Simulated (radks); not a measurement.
The zirconium ion Zr⁴⁺ in the configuration [Kr]. Theory: scalar-relativistic Kohn-Sham, PBEsol, spin-polarised, spherical densities, finite nucleus (computed with the in-house radial solver radks).

```
Z 40
configuration [Kr]
relativity scalar-relativistic
functional pbe_sol,pbe_sol
spin polarised
nucleus finite rms 4.2694 fm
c 137.035999084
```

Launched within a batch that task.json describes:
```bash
python run_ks.py task.json out
```

Wanted: the number of electrons inside radius r (solid) and the radial density 4πr²ρ (dashed).

The count levels off at 36 electrons. Half of them lie within 0.399 bohr, 90 % within 1.30 bohr and 99 % within 2.15 bohr. The radial density has minima at 0.0527 and 0.235 bohr, where the count stands at 2.0 and 11.1; these part the shells that the density resolves.

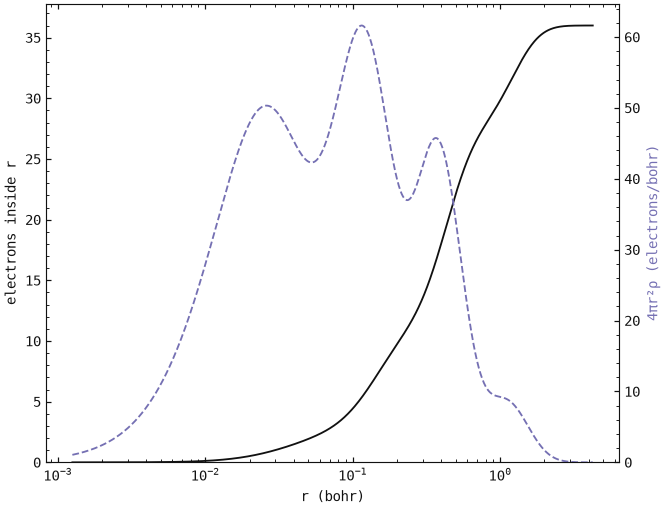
